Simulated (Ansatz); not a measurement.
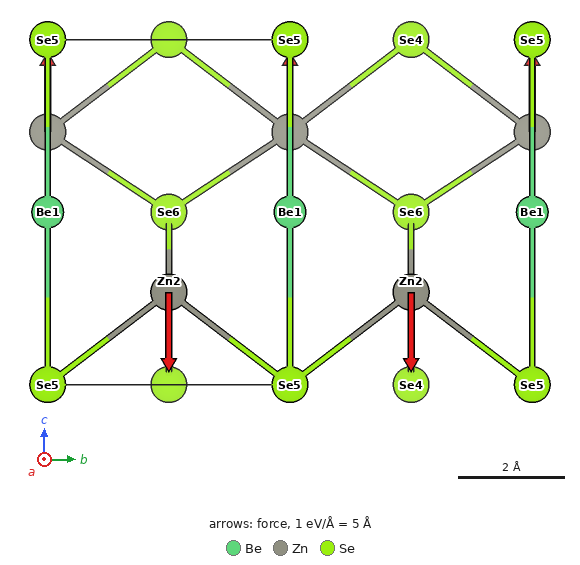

Starting geometry of a crystal of BeZn₂Se₃ (a generated structure, set up in P-4m2) (coarse preliminary run) with the computed forces as red arrows. The picture is a ball-and-stick view of the cell of the calculation, repeated 1 × 2 × 1 with one cell outlined, seen along the a axis.

Theory: Ansatz 0.2.0, DFT PBE, scalar-relativistic, plane waves, PAW. Settings: plane-wave cutoff 420 eV; k-point mesh 4 × 4 × 4; occupations gaussian; smearing width 0.1 eV; no spin polarisation; cell and atoms relaxed; force threshold 0.04 eV/Å; at most 70 steps.

Q: What follows when this structure is relaxed?

A: It isn't relaxed: the largest force vector, on Zn atoms, is 0.31 eV/Å. The atoms end up moving mostly along the starting forces (cosine between the two patterns 1.00). The largest moves relative to the cell, 0.20 Å, are those of Zn atoms. Se and Be stay in place. Cell: a = b 4.595 → 4.829 Å (+5.1 %), c 6.543 → 5.268 Å (−19.5 %). Volume −11.1 %. Near-neighbour distances that change, for instance: Be–Se 3.272 → 2.634 Å, Se–Se 3.272 → 2.634 Å, Se–Zn 2.890 → 2.702 Å, Se–Zn 2.754 → 2.802 Å. Bond angles that change, for instance: Zn–Se–Zn 105.3° → 126.7°, Se–Zn–Se 105.3° → 126.7°, Se–Zn–Se 70.8° → 57.2°. The space group stays P-4m2 (No. 115). Over 9 accepted moves (10 points after the start) the energy falls by 162 meV per atom. Largest force component: 0.31 eV/Å at the start, 0.0075 eV/Å at the end. The pressure goes from −5.70 to 0.29 GPa. The SCF was repeated once at an unchanged geometry on a basis and grid sized afresh for the cell, which shifted the energy by 0.3 meV per atom at most.
